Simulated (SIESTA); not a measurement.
Band structure of MgPt₇ (Fm-3m, 8 atoms in the cell).

```xyz
8
Lattice="0.0000 3.9365 3.9365 3.9365 0.0000 3.9365 3.9365 3.9365 0.0000" Properties=species:S:1:pos:R:3 pbc="T T T"
Mg     0.0000     0.0000     0.0000
Pt     0.0000     1.9683     1.9683
Pt     1.9683     3.9365     1.9683
Pt     3.9365     1.9683     1.9683
Pt     1.9683     0.0000     1.9683
Pt     1.9683     1.9683     3.9365
Pt     1.9683     1.9683     0.0000
Pt     3.9365     3.9365     3.9365
```

Method: GGA PBEsol, numerical atomic orbitals DZP, PseudoDojo PBEsol standard norm-conserving potentials (rewritten from UPF to PSML) (SIESTA).

Settings: XC.functional = GGA; XC.authors = PBEsol; potentials = PseudoDojo PBEsol standard; PAO.BasisSize = DZP; PAO.EnergyShift = 0.01 Ry; MeshCutoff = 400 Ry; kgrid.MonkhorstPack = 6 6 6; OccupationFunction = MP; OccupationMPOrder = 0; ElectronicTemperature = 0.272 eV; MaxSCFIterations = 150; SCF.Mixer.Method = Pulay; SCF.Mixer.Weight = 0.2; SCF.Mixer.History = 8.

The starting cell comes from a database of computed structures (which also holds hypothetical and non-ambient phases and stackings), without a prior relaxation at this level. Spin-orbit coupling is off. Spin polarisation is off. Values carry the incompleteness of an atom-centred basis.

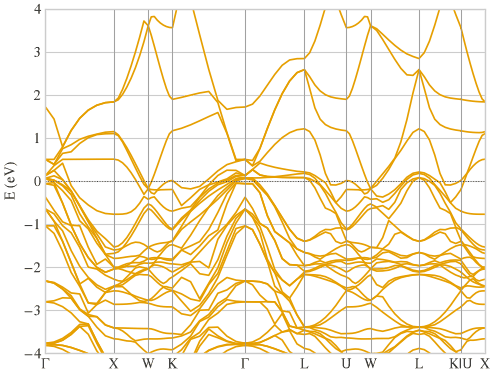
Bands along the path, energies from the Fermi level.

Levels in eV from the Fermi level, bands 65 to 70:
```
point     65     66     67     68     69     70
-----  -----  -----  -----  -----  -----  -----
Γ       0.06   0.06   0.12   0.12   0.12   0.50
X      -1.68  -1.61  -1.54  -0.77   0.50   1.10
W      -1.54  -0.64  -0.54  -0.43  -0.18  -0.18
K      -1.39  -1.14  -1.12  -0.70  -0.20   0.01
L      -1.40   0.08   0.08   0.17   0.21   1.21
U      -1.39  -1.14  -1.12  -0.70  -0.20   0.01
```

Bands cross the Fermi level along this path, so the cell is metallic at this level.

Higher empty bands are left out: an atom-centred basis made for the valence describes them poorly.
